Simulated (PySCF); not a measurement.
# [VS2]-: triplet, from a PBE minimum start

The task is one start of a wider search on [VS2]-: the triplet, from a PBE minimum start. It is relaxed, tested by its Hessian and followed downhill if it is a saddle.

Method: PBE0, basis V def2-SVPD, S def2-SVPD, no relativity, density fitting; program: PySCF 2.14.0.

## 1. The starting structure

3 atoms, charge -1, spin multiplicity 3.

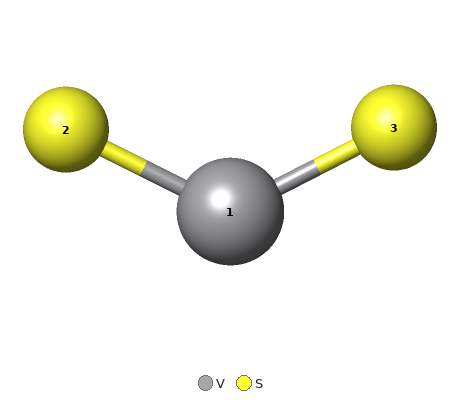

As it starts; vanadium grey, sulfur yellow; atoms are numbered from 1 in the order of the file.

Coordinates in bohr (charge -1 multiplicity 3):
```
V     0.0000    0.0000   -1.0034
S     3.5599    0.0000    0.7976
S    -3.5599    0.0000    0.7976
```

## 2. First SCF at the start

The steps below are one call of a driver around PySCF. For each, scf.py gives the equivalent set-up of the SCF; relaxations use the driver's own optimiser. After this first run the driver tries any further starts and a stability analysis.

scf.py

```python
from pyscf import gto, scf, dft
mol = gto.M(atom='''
V      0.000000     0.000000    -0.530970
S      1.883810    -0.000000     0.422060
S     -1.883810     0.000000     0.422060''',
    basis={'V': 'def2-SVPD', 'S': 'def2-SVPD'},
    charge=-1, spin=2)
mf = dft.UKS(mol, xc='PBE0')
mf.grids.atom_grid = (50, 194)
aux = {'V': 'def2-universal-JKFIT', 'S': 'def2-universal-JKFIT'}
mf = mf.density_fit(auxbasis=aux)
mf.conv_tol = 1e-08
mf.diis_space = 10
mf.max_cycle = 60
mf.init_guess = 'minao'
mf.verbose = 4
mf.kernel()
```

The run is started by

```bash
> OMP_NUM_THREADS=4 python axn.py task.json out
```

Further steps of the session: Relaxation: PBE minimum start, triplet; Is it a minimum? Harmonic modes.

What does the calculation give? Wanted: minimum; geometry; wavenumbers; dipole moment; highest occupied, lowest empty level; polar-tensor charge of V1; zero-point energy; ⟨S²⟩.

The runs gave:

```
                                          quantity                           value
                                           minimum                    triplet, C2v
                                          geometry  V–S 2.112 Å (×2); S–V–S 134.1°
                                wavenumbers (cm⁻¹)    104 (a1), 452 (a1), 552 (b2)
                    dipole moment (centre of mass)                          3.56 D
highest occupied, lowest empty level (either spin)                  -1.77, 1.45 eV
                         polar-tensor charge of V1                         +1.09 e
                                 zero-point energy                      6.6 kJ/mol
                               entropy at 298.15 K                 297.9 J/(mol K)
                                              ⟨S²⟩                           2.132
```

**Reading.** The molecule stays C2v, as typed, and the end point is a minimum. The strongest infrared band lies at 552 cm⁻¹ (b2, stretch). Most of the spin sits on V1 (Mulliken spin 2.72, against 2 for the whole molecule). Only this shape and spin were tried, so other structures or states may lie lower. Open d and f shells are described by one determinant, and the ground state may have another occupation or spin.
